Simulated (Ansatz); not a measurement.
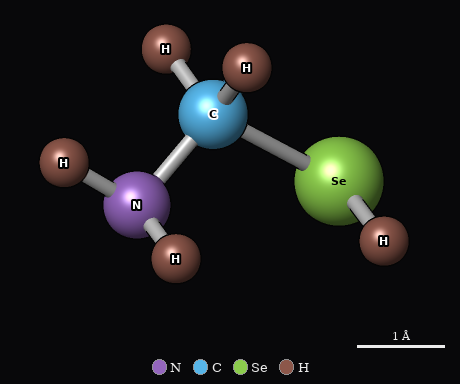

CH5NSe (coarse preliminary run), before the relaxation. Style: ball-and-stick. Shown at a tilt.

The start comes from a force field.

Theory: RKS PBE-D4/def2-SVP in Ansatz.

The input:
```yaml
crystal:
  periodic: [false, false, false]
  atoms:
    - {symbol: N, position_ang: [-0.375200, 0.237900, -0.963100]}
    - {symbol: C, position_ang: [0.505900, 0.235200, 0.142200]}
    - {symbol: Se, position_ang: [0.760900, -1.606100, 0.680500]}
    - {symbol: H, position_ang: [-0.440300, 1.291800, -1.276100]}
    - {symbol: H, position_ang: [-1.361700, -0.016700, -0.640000]}
    - {symbol: H, position_ang: [0.113900, 0.840600, 0.999500]}
    - {symbol: H, position_ang: [1.511800, 0.669400, -0.165800]}
    - {symbol: H, position_ang: [-0.623100, -1.709200, 1.167000]}
basis:
  gaussian: {orbitals: def2-SVP}
hamiltonian: {xc: pbe, dispersion: d4}
relax: {f_tol: 0.03, max_steps: 200}
```

Run as
```bash
ansatz run in.yaml --threads 2 --pin off --events-out ev --progress --plain --max-ram 4352MiB
```

**Predict the outcome.**

The largest move after the best rigid fit is that of H8, 0.32 Å. Largest moves by element: H 0.32 Å, N 0.14 Å, C 0.08 Å, Se 0.07 Å. Among the contacts that change: N1–H4 1.101 → 1.028 Å, C2–Se3 1.935 → 1.995 Å, N1–H5 1.069 → 1.027 Å, C2–H7 1.138 → 1.109 Å. Bond angles that change, for instance: N1–C2–Se3 107.5° → 113.4°, Se3–C2–H7 108.8° → 103.2°, C2–N1–H4 105.1° → 110.7°. Over 8 geometry steps the energy falls by 6.48 kcal/mol. Largest force component: 2.3 eV/Å at the start, 0.027 eV/Å at the end. Cost: 14 s on 2 threads of Arm Neoverse V1, on a shared host.

Step by step:

| step | E − E(0), kcal/mol | largest force component, eV/Å |
| --- | --- | --- |
| 0 | 0.00 | 2.3119 |
| 1 | -5.60 | 0.8532 |
| 2 | -6.19 | 0.1578 |
| 3 | -6.29 | 0.1345 |
| 4 | -6.36 | 0.0925 |
| 5 | -6.41 | 0.0703 |
| 6 | -6.45 | 0.1743 |
| 7 | -6.46 | 0.1874 |
| 8 | -6.48 | 0.0275 |

Final geometry:

```xyz
8

N    -0.4236    0.3492   -1.0230
C     0.4294    0.2323    0.1303
Se    0.8004   -1.6572    0.6534
H    -0.3755    1.2984   -1.4156
H    -1.4055    0.1677   -0.7838
H     0.0953    0.7288    1.0714
H     1.4358    0.6305   -0.1097
H    -0.4641   -1.8067    1.4212
```

The end point in the same view:

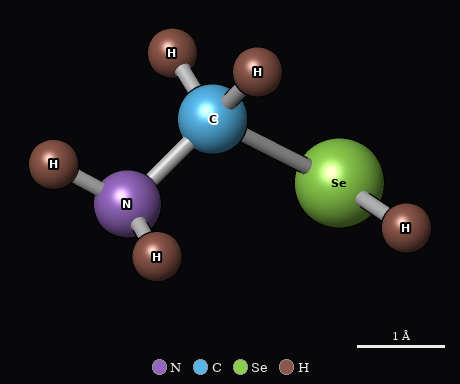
